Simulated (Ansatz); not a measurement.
## Be (P6_3/mmc): the Drude term of Re ε in the infrared

Re ε of Be (P6_3/mmc) along x at low photon energies is read from one computed spectrum; the carriers' damping was typed as γ = 0.05 eV. x, y and z are the Cartesian axes of the input cell.

The structure is hexagonal, space group P6_3/mmc (No. 194). The conventional cell has a = 2.285 Å, b = 2.285 Å, c = 3.584 Å, α = 90.00°, β = 90.00°, γ = 120.00°. Be on site c has 12 Be at 2.23 to 2.29 Å as nearest neighbours.

Method: Ansatz 0.2.0, LDA, independent particles, k-mesh 21×21×11 with interpolation inside its cells, Gaussian parameter 0.1 eV.

Launch of the response step: `ansatz run input.yaml --threads 4 --pin off --max-ram 8192MiB --backend cpu --events-out ev --progress --plain --runs-dir out`. The run took 33 s, on 4 threads of Intel(R) Xeon(R) Processor @ 2.70GHz (shared host).

```tsv
photon energy E (eV)	wavelength (µm)	Re ε
0.25	4.96	?
0.30	4.13	-360.8
0.35	3.54	-260.1
0.40	3.10	-194.3
0.50	2.48	-117.0
0.60	2.07	-75.2
0.70	1.77	-50.2
```

A Drude term over a constant background gives Re ε = ε_b − ωp²/(E² + γ²), linear in 1/(E² + γ²).

Working, on the rows shown:

| x = 1/(E² + γ²) (eV⁻²) | y = Re ε |
| --- | --- |
| 10.8108 | -360.8 |
| 8 | -260.1 |
| 6.15385 | -194.3 |
| 3.9604 | -117 |
| 2.75862 | -75.2 |
| 2.03046 | -50.2 |

Means: x̄ = 5.619, ȳ = -176.27. Σ(x − x̄)(y − ȳ) = -2007, Σ(x − x̄)² = 56.72. Slope = -2007 / 56.72 = -35.39; intercept = ȳ − slope · x̄ = 22.567. The line misses the rows shown by at most 0.92.

Predict the last column of the withheld row from the fit.

At x = 15.385 the line gives y = -521.83. The run gave -525.1, so the extrapolation is off by 3.3, 0.7 % of the range in the table.

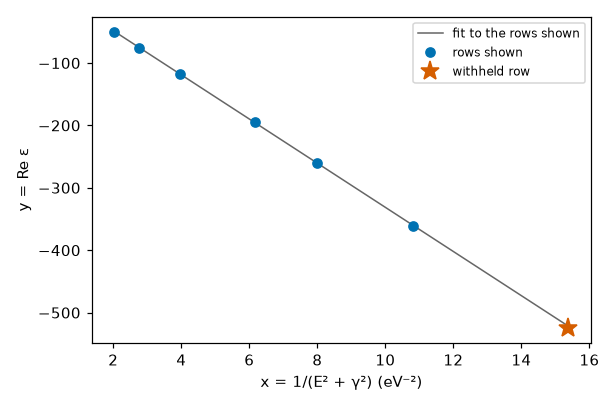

Refitted with all rows, the slope is -35.58 and the intercept 23.486. These give ωp = √(−slope) = 5.97 eV, against 6.04 eV from the program's Fermi-surface sum, and an intercept of 23.5. Taking the program's Drude term off the rows leaves 36 at the lowest energy and 24 at the highest, so the background isn't constant: interband transitions lie in or near the window, and neither fitted number can be trusted. The values come from a sum over the points of one k-mesh and carry its error, which is largest for Fermi-surface quantities.

[Logs are printed without paths, hosts, clocks, repeated set-up lines and the standing remarks that a program may print on its own settings, such as how far it seeks lower states.]
